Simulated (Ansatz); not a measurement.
```yaml
atoms:
  - { symbol: B, position_ang: [-0.5955, -0.4357, -1.7841] }
  - { symbol: N, position_ang: [0.0337, -0.9997, -0.7883] }
  - { symbol: Si, position_ang: [1.5748, -0.2746, 0.0058] }
  - { symbol: H, position_ang: [-1.1240, 0.1227, -2.6868] }
  - { symbol: H, position_ang: [-0.2981, -1.8854, -0.3888] }
  - { symbol: H, position_ang: [2.6022, -1.3177, -0.2054] }
  - { symbol: H, position_ang: [1.7785, 0.9636, -0.7817] }
  - { symbol: H, position_ang: [1.1741, -0.0537, 1.4126] }
```

Geometry: PBE0-D3(BJ)/def2-SVP.

These are results of isolated molecule in a Gaussian basis; Kohn-Sham density functional theory, functional PBE0 (Ansatz 0.2.0), not measurements.

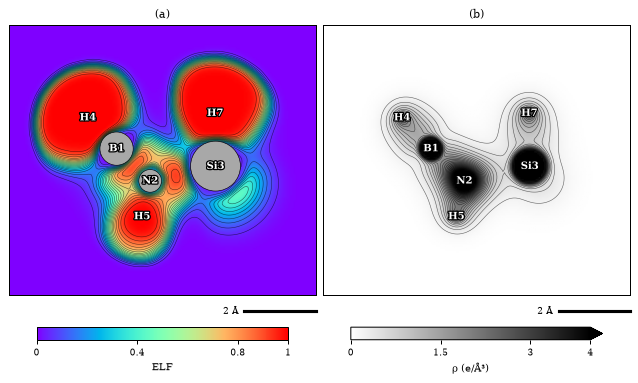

BH$_{5}$NSi (charge +1). (a) electron localisation function; (b) total electron density on the plane of atoms B1, N2 and H5. Grey discs cover the atomic cores in the ELF map.

> What does the map show?

- The plane passes through B, N, Si and H nuclei.
- B–N (1.31 Å): the density is about 2.4 e/Å³ at the midpoint; the ELF peaks at about 0.90 between the atoms, as expected for a polar covalent bond.
- Si–N (1.88 Å): the density is about 0.77 e/Å³ at the midpoint; the ELF peaks at about 0.90 between the atoms: a shared but strongly polarised pair.
- N–H (1.03 Å): the density is about 2.8 e/Å³ at the midpoint; the ELF climbs to about 1 towards the hydrogen, as it does in any bond to H: an ordinary covalent bond to hydrogen.
- B–H (1.19 Å): ρ at the midpoint is about 1.4 e/Å³; the ELF climbs to about 1 towards the hydrogen (a covalent bond by its length).
- Si–H (1.48 Å): the density is about 0.84 e/Å³ at the midpoint; the ELF climbs to about 1 towards the hydrogen.
